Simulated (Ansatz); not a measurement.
System (SMILES): [PH2] (PH2), doublet.
Atoms: P1, H2, H3. Bonds: P1-H2, P1-H3.

Basis-set convergence of the lowest harmonic wavenumber at PBE0 with Ansatz (an electronic-structure program). Each level at its own minimum, finite differences of forces, unscaled; the reference is a large set that could be run, not a limit. Cartesian d functions, on some or all atoms, in 6-31+G*; all else is spherical. The program fits the integrals of some runs and decomposes those of others, by size. Core-valence sets carry the plain set on hydrogen. Open shells are unrestricted. No added dispersion term, no relativity. Reference: the value in def2-QZVPPD, 1115 cm⁻¹. Deviations are taken from unrounded values.

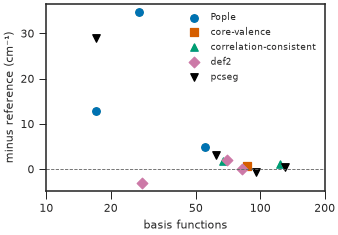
*Deviation from the reference against the number of basis functions, by family of sets.*

```tsv
basis	functions	lowest harmonic wavenumber (cm⁻¹)	minus reference (cm⁻¹)
3-21G	17	1128	13
pcseg-0	17	1144	29
6-31+G*	27	1150	35
def2-SVP	28	1112	-3
6-311++G(2d,2p)	55	1120	5
pcseg-2	62	1119	3
cc-pV(T+d)Z	67	1117	2
def2-TZVPP	70	1117	2
def2-TZVPPD	82	1115	0
cc-pCVTZ	87	1116	1
aug-pcseg-2	96	1115	-1
cc-pV(Q+d)Z	124	1117	1
pcseg-3	130	1116	0
```
